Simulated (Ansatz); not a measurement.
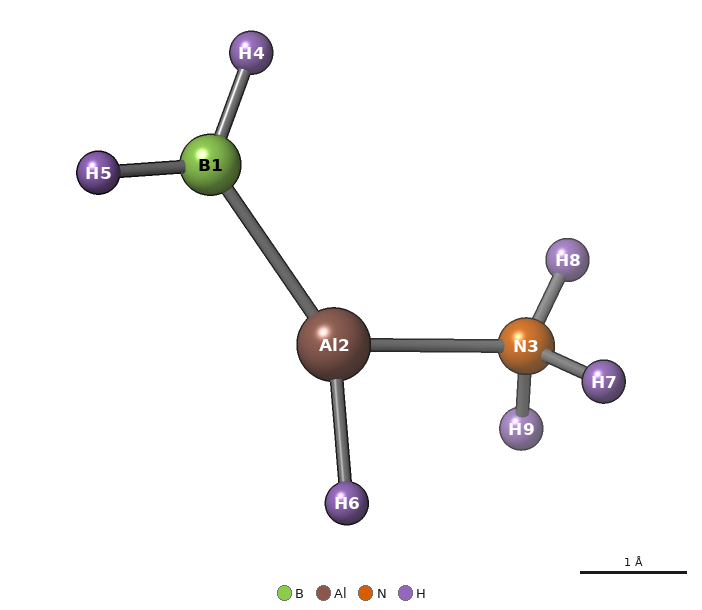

The picture comes from a calculation with Ansatz.

Orthographic view. Depth is shown by fading: the farther an atom, the more it takes the colour of the background. Charge +1, singlet. Geometry: atoms displaced at random (about 0.015 Å) from a stationary point of GFN2-xTB.

Write a Z-matrix (Å, degrees) in the order of the atom numbers, with these reference atoms: 2 to 1; 3 to 2, 1; 4 to 1, 2, 3; 5 to 1, 4, 2; 6 to 2, 3, 1; 7 to 3, 2, 6; 8 to 3, 7, 2; 9 to 3, 8, 7.

```
B  
Al   1   2.072
N    2   2.053   1   123.8
H    1   1.180   2   121.0   3    -4.2
H    1   1.167   4   118.7   2  -179.9
H    2   1.537   3    91.2   1  -178.0
H    3   1.054   2   108.3   6   -57.6
H    3   1.021   7   106.8   2   134.9
H    3   1.043   8   107.4   7  -109.9
```
